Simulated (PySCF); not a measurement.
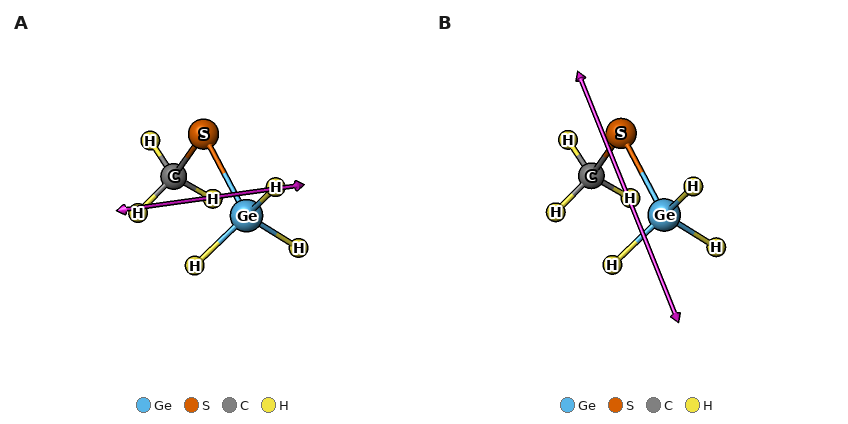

The double arrows show the directions of two transition dipoles from the ground state (lengths mean nothing). The geometry was computed by an optimisation with PBE0-D3(BJ)/def2-SVP. No frequency run is at hand to confirm it as a minimum. Properties computed with TDDFT CAM-B3LYP/def2-SVPD, vertical, gas phase, core orbitals frozen in the response (PySCF 2.14.0).

One belongs to singlet state 6 and one to singlet state 11. Which is which?

Answer. A: state 6, 7.35 eV (169 nm), oscillator strength 0.021, mainly HOMO → LUMO+4 (weight 0.69).
B: state 11, 8.08 eV (153 nm), oscillator strength 0.12, of mixed character, with the largest part HOMO−1 → LUMO+1 (weight 0.47).
